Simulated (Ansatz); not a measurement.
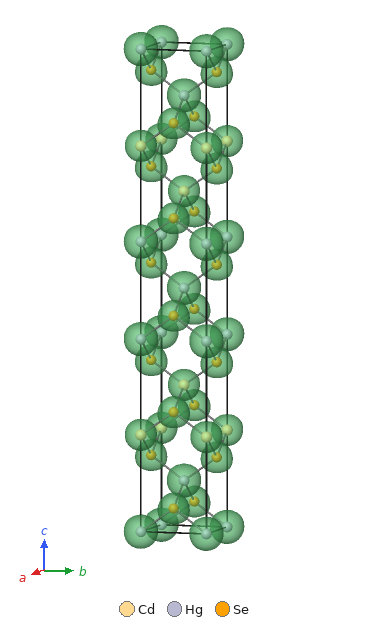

Figure 1: Cd2Hg3Se5. Isosurface of the valence electron density at 0.5 e/Å³ (green), seen slightly off an axis. Sticks mark near contacts.

Space group I-4m2; a structure generated by program, which may or may not match a known phase.

Method: Ansatz, DFT PBE, scalar-relativistic, plane waves, PAW.

The density is the valence pseudo-density of a PAW calculation; it isn't the true density close to the nuclei.

### Which contacts does the surface bridge?

At this value the density breaks into separate islands; it holds about 85 % of the electrons treated as valence (semicore included). It bridges none of the near contacts. It is pinched off along the sampled Cd–Se (2.69 Å) and Hg–Se (2.71 Å) contacts. On the grid the lowest density along these lines, outside the cores, is 0.35 e/Å³ (Cd–Se, 2.69 Å) and 0.38 e/Å³ (Hg–Se, 2.71 Å).
